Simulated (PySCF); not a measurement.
System: BGeH4O2···NH3···NH3···NH3 (charge −1).

```xyz
20

O     1.8513   -0.1568   -0.2516
B     0.7644   -0.3707    0.5675
O     1.0239   -0.9081    1.8166
Ge   -1.2568   -0.1523   -0.0243
H     2.7069   -0.3572    0.1537
H     1.9629   -1.0312    2.0167
H    -0.8347    1.0085   -1.2013
H    -1.4362    1.1434    1.1050
N    -2.5216    3.4240   -0.8520
H    -2.2569    3.6522    0.1023
H    -3.4395    2.9942   -0.7834
H    -1.9008    2.6520   -1.1071
N     1.2399    1.8134    3.4022
H     0.3636    2.1414    3.7987
H     1.3950    2.3980    2.5806
H     1.0257    0.8924    3.0229
N     0.8722    2.9289    0.5354
H     0.0676    2.3228    0.7260
H     0.5326    3.6111   -0.1373
H     1.5001    2.3191    0.0181
```

Geometry: GFN2-xTB.

The calculation used PySCF, PBE0-D3(BJ)/def2-SVP, SCF density, gas phase.

What can the converged electron density and electron localisation function tell about the bonding?

Answer. B–O (1.38 Å): ρ at the midpoint is about 2 e/Å³; the ELF peaks at about 0.90 between the atoms (a short, strongly polar bond).
Ge–B (2.12 Å): ρ at the midpoint is about 0.68 e/Å³; the ELF peaks at about 1 in the valence shell of B, 0.8 Å from its nucleus, and is about 0.80 at the midpoint.
O–H (0.97 Å): ρ at the midpoint is about 3.6 e/Å³; the ELF climbs to about 1 towards the hydrogen, as it does in any bond to H; a covalent bond by its length.

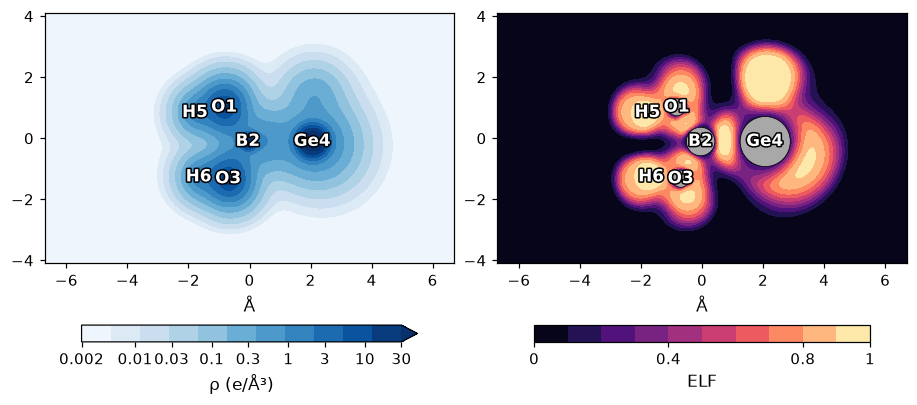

Computed electron density and electron localisation function on the plane of atoms O3, B2 and Ge4, in this order. Grey discs cover the atomic cores in the ELF map. 
